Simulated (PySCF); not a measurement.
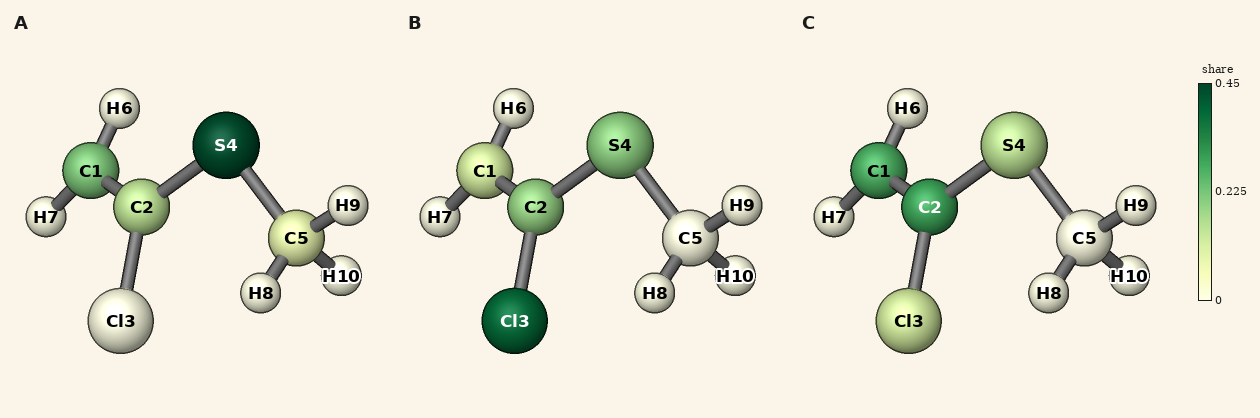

Each panel colours the atoms by their Löwdin share in one orbital (up to four of the largest shares; other atoms are shown as zero). Geometry: a frame of a GFN2-xTB molecular-dynamics simulation, not a minimum. Method: PBE0/def2-SVPD (PySCF 2.14.0).

### The panels show the HOMO−1, HOMO, LUMO, in some order. Which is which?

A: HOMO, −6.58 eV; S4 0.44, C1 0.22, C2 0.14, C5 0.08
B: HOMO−1, −8.34 eV; Cl3 0.39, S4 0.20, C2 0.19, C1 0.12
C: LUMO, −0.59 eV; C2 0.29, C1 0.27, S4 0.14, Cl3 0.12
